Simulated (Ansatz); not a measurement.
## Geometry relaxation of SiPH7O (part 1 of 2)

System: SiPH7O.
Method: RKS LDA/6-31G* (Ansatz 0.2.0).

The input holds or restrains some coordinates. It belongs to a series of runs on one base structure; here: pulled along the bonds that form and break, towards end A. Figures and captions count atoms from 1; the log counts them from 0 in places.

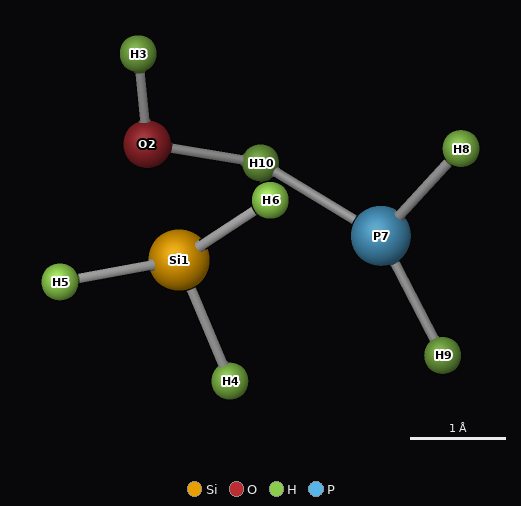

Figure 1. The input geometry (ball-and-stick view, seen at an oblique angle; atoms are numbered from 1 in the order of the input). Bond lengths as drawn: H–O 1.01 to 1.23 Å, H–P 1.42 to 1.58 Å and H–Si 1.46 Å.

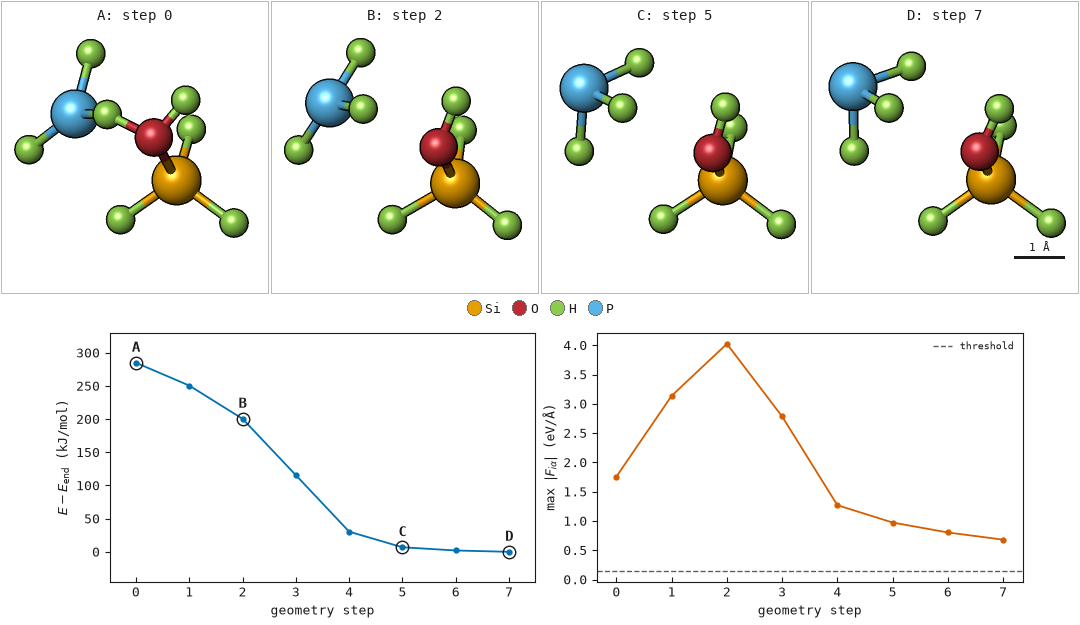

Figure 2. Frames of the restrained relaxation (ball-and-stick view, seen at a tilt) above the curves, on which the letters mark them (the first geometry is step 0 here and step 1 in the log).

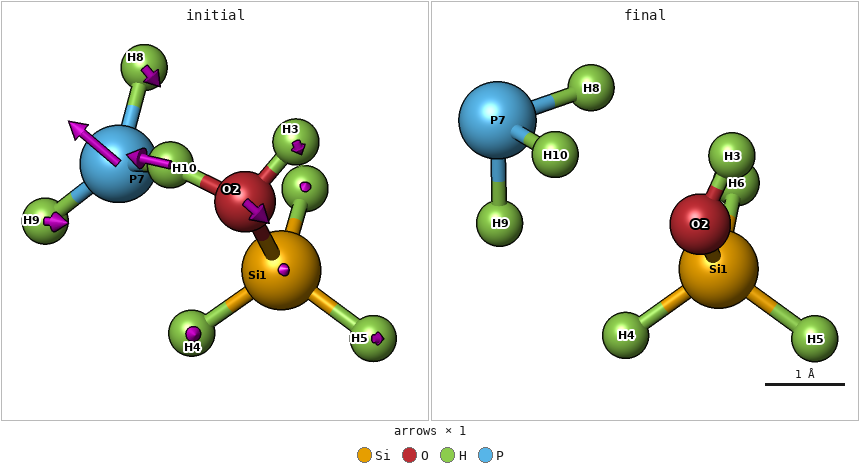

Figure 3. Before (left) and after (right) the restrained relaxation, at one scale (ball-and-stick view, seen at a tilt). The pink arrows give the displacements, at true length. P7 moves most after the best rigid fit: 0.85 Å. Largest moves by element: P 0.85 Å, H 0.66 Å, O 0.44 Å, Si 0.16 Å. Among the contacts that change: O2–H10 1.231 → 2.205 Å, Si1–O2 2.030 → 1.673 Å, P7–H10 1.583 → 1.427 Å, Si1–H5 1.459 → 1.505 Å. Among the angles that change: H9–P7–H10 140.7° → 92.8°, H8–P7–H9 109.4° → 92.5°, Si1–O2–H3 109.5° → 115.6°. Over 7 geometry steps the energy falls by 284.9 kJ/mol. Largest force component: 1.8 eV/Å at the start, 0.68 eV/Å at the end. (Atoms are counted from 1 in the order of the input.)

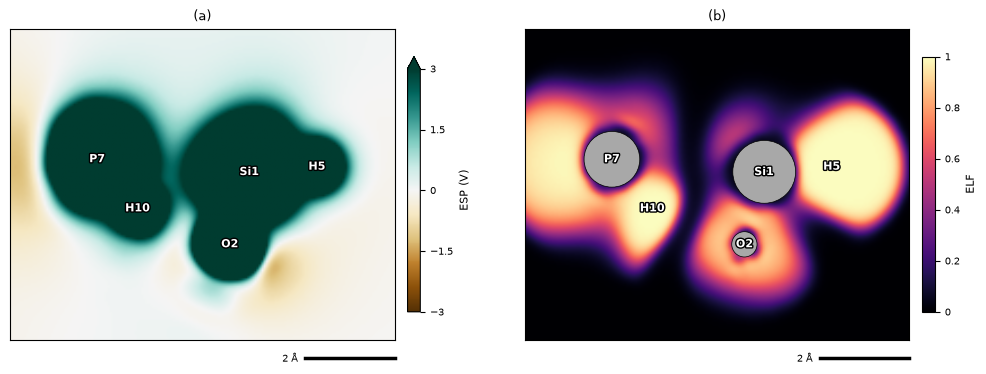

Figure 4. (a) electrostatic potential; (b) electron localisation function on the plane of atoms O2, Si1 and H5. Grey discs, where drawn, cover atomic cores. Atoms in the plane: Si, O, H and P. Si1···H10 (2.63 Å): the ELF is only about 0.05 between them (a non-bonded, intermolecular contact). Si–O (1.67 Å): the ELF peaks at about 0.90 between the atoms. P–H (1.43 Å): the ELF climbs to about 1 towards the hydrogen, as it does in any bond to H. Si–H (1.51 Å): the ELF climbs to about 1 towards the hydrogen.

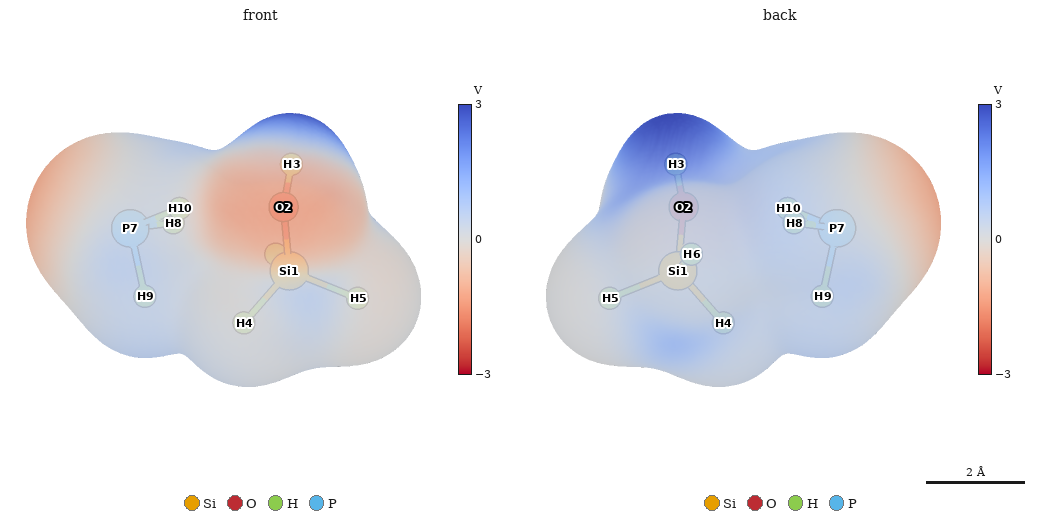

Figure 5. The molecular electrostatic potential painted on the density surface at 0.002 e/bohr³, seen at a tilt and from behind; the colour scale runs from red (negative) to blue (positive).

These pictures come from the run below.

**The input**
```yaml
crystal:
  periodic: [false, false, false]
  atoms:
    - { symbol: Si, position_ang: [0.0, 0.0, 0.0] }
    - { symbol: O, position_ang: [0.0, 0.0, 2.03] }
    - { symbol: H, position_ang: [-0.9095, -0.2814, 2.3671] }
    - { symbol: H, position_ang: [1.3768, 0.0, -0.4862] }
    - { symbol: H, position_ang: [-0.6877, 1.1914, -0.4862] }
    - { symbol: H, position_ang: [-0.6877, -1.1914, -0.4862] }
    - { symbol: P, position_ang: [1.2944, -1.9656, 0.782] }
    - { symbol: H, position_ang: [0.4981, -3.1353, 0.6631] }
    - { symbol: H, position_ang: [2.4646, -2.108, -0.0096] }
    - { symbol: H, position_ang: [0.6725, -1.0212, 1.8891] }
basis:
  gaussian: { orbitals: "6-31G*" }
hamiltonian:
  xc: lda
relax:
  f_tol: 0.15
  max_steps: 25
  restrain:
    - { distance: [0, 6], at: 3.38, k: 30.0 }
    - { distance: [9, 1], at: 2.21, k: 30.0 }
    - { distance: [0, 1], at: 1.68, k: 30.0 }
    - { distance: [9, 6], at: 1.42, k: 30.0 }
output:
  orbitals: {}
```

Run as:
```bash
ansatz run input.yaml --threads 1 --pin off --max-ram 2048MiB --backend cpu --events-out ev --progress --plain --runs-dir out
```

**Output**
```
The last accepted step is kept in [file] (removed where the run ends without a failure and the disk answers)
Engine: ansatz 0.2.0, aarch64-unknown-linux-gnu
Functional definition: SPW92
  exchange = slater_x
  correlation = pw_c
875 factors; their error is unknown
mean field evaluation 1: about -19236.1978 eV, gradient 4.6e1 eV
mean field evaluation 2: about -19218.4162 eV, gradient 1.0e2 eV
mean field evaluation 4: about -19240.4923 eV, gradient 5.2e0 eV
mean field evaluation 8: about -19240.5809 eV, gradient 1.2e-1 eV
mean field evaluation 16: about -19240.5290 eV, gradient 4.6e-5 eV
mean field -19240.52895153 eV, -707.0763972697 hartree, gradient 4.6e-5 eV, S^2 0.000000; 0 other end points of the search recorded, 0 dependent functions left out
the calculation of the forces begins
reference -19240.52898468 eV, -707.0763984880 hartree; 22, 22 occupied and 45, 45 virtual orbitals, 875 factors
relax step   1: F+E_penalty+E_count = -19240.52895153 eV  Δ(F+E_penalty+E_count) = +0.000e0 eV  max|allowed force component| = 1.756e0 eV/Å  E_restraint = 28.76406148 eV  max|allowed force component, restraints' pulls added| = 2.682e1 eV/Å  Δτ_max = 0.0000 Å  (26 SCF iters, accepted)
  distance Si 0 - P 6 = 2.4800 Å
  distance H 9 - O 1 = 1.2308 Å
  distance Si 0 - O 1 = 2.0300 Å
  distance H 9 - P 6 = 1.5825 Å
these checks for a lower state are left out or cut short: starts, cluster_reference, orbital_swaps, neighbouring_geometries, increment
875 factors; their error is unknown
mean field -19240.88495297 eV, -707.0894800812 hartree, gradient 2.3e-5 eV, S^2 0.000000; 0 other end points of the search recorded, 0 dependent functions left out
the calculation of the forces begins
reference -19240.88498692 eV, -707.0894813289 hartree; 22, 22 occupied and 45, 45 virtual orbitals, 875 factors
relax step   2: F+E_penalty+E_count = -19240.88495297 eV  Δ(F+E_penalty+E_count) = -3.560e-1 eV  max|allowed force component| = 3.136e0 eV/Å  E_restraint = 13.46621679 eV  max|allowed force component, restraints' pulls added| = 1.846e1 eV/Å  Δτ_max = 0.1949 Å  (31 SCF iters, accepted)
  distance Si 0 - P 6 = 2.7811 Å
  distance H 9 - O 1 = 1.5284 Å
  distance Si 0 - O 1 = 1.9355 Å
  distance H 9 - P 6 = 1.5155 Å
these checks for a lower state are left out or cut short: starts, cluster_reference, orbital_swaps, neighbouring_geometries, increment
875 factors; their error is unknown
mean field evaluation 32: about -19241.4041 eV, gradient 2.5e-5 eV
mean field -19241.40410585 eV, -707.1085585980 hartree, gradient 2.5e-5 eV, S^2 0.000000; 0 other end points of the search recorded, 0 dependent functions left out
the calculation of the forces begins
reference -19241.40414031 eV, -707.1085598641 hartree; 22, 22 occupied and 45, 45 virtual orbitals, 875 factors
relax step   3: F+E_penalty+E_count = -19241.40410585 eV  Δ(F+E_penalty+E_count) = -5.192e-1 eV  max|allowed force component| = 4.023e0 eV/Å  E_restraint = 3.39546909 eV  max|allowed force component, restraints' pulls added| = 9.085e0 eV/Å  Δτ_max = 0.1950 Å  (31 SCF iters, accepted)
  distance Si 0 - P 6 = 3.0523 Å
  distance H 9 - O 1 = 1.8865 Å
  distance Si 0 - O 1 = 1.7986 Å
  distance H 9 - P 6 = 1.4357 Å
these checks for a lower state are left out or cut short: starts, cluster_reference, orbital_swaps, neighbouring_geometries, increment
875 factors; their error is unknown
mean field -19242.28432774 eV, -707.1409061555 hartree, gradient 2.2e-5 eV, S^2 0.000000; 0 other end points of the search recorded, 0 dependent functions left out
the calculation of the forces begins
reference -19242.28436238 eV, -707.1409074286 hartree; 22, 22 occupied and 45, 45 virtual orbitals, 875 factors
relax step   4: F+E_penalty+E_count = -19242.28432774 eV  Δ(F+E_penalty+E_count) = -8.802e-1 eV  max|allowed force component| = 2.783e0 eV/Å  E_restraint = 0.36201330 eV  max|allowed force component, restraints' pulls added| = 4.784e0 eV/Å  Δτ_max = 0.1948 Å  (30 SCF iters, accepted)
  distance Si 0 - P 6 = 3.2644 Å
  distance H 9 - O 1 = 2.1088 Å
  distance Si 0 - O 1 = 1.7029 Å
  distance H 9 - P 6 = 1.4226 Å
these checks for a lower state are left out or cut short: starts, cluster_reference, orbital_swaps, neighbouring_geometries, increment
875 factors; their error is unknown
mean field -19243.16707536 eV, -707.1733465325 hartree, gradient 2.7e-5 eV, S^2 0.000000; 0 other end points of the search recorded, 0 dependent functions left out
the calculation of the forces begins
reference -19243.16710989 eV, -707.1733478014 hartree; 22, 22 occupied and 45, 45 virtual orbitals, 875 factors
relax step   5: F+E_penalty+E_count = -19243.16707536 eV  Δ(F+E_penalty+E_count) = -8.827e-1 eV  max|allowed force component| = 1.269e0 eV/Å  E_restraint = 0.01701987 eV  max|allowed force component, restraints' pulls added| = 9.756e-1 eV/Å  Δτ_max = 0.1948 Å  (24 SCF iters, accepted)
  distance Si 0 - P 6 = 3.3989 Å
  distance H 9 - O 1 = 2.1922 Å
  distance Si 0 - O 1 = 1.6746 Å
  distance H 9 - P 6 = 1.4408 Å
these checks for a lower state are left out or cut short: starts, cluster_reference, orbital_swaps, neighbouring_geometries, increment
875 factors; their error is unknown
mean field -19243.41074495 eV, -707.1823012246 hartree, gradient 6.3e-6 eV, S^2 0.000000; 0 other end points of the search recorded, 0 dependent functions left out
the calculation of the forces begins
reference -19243.41077885 eV, -707.1823024704 hartree; 22, 22 occupied and 45, 45 virtual orbitals, 875 factors
```
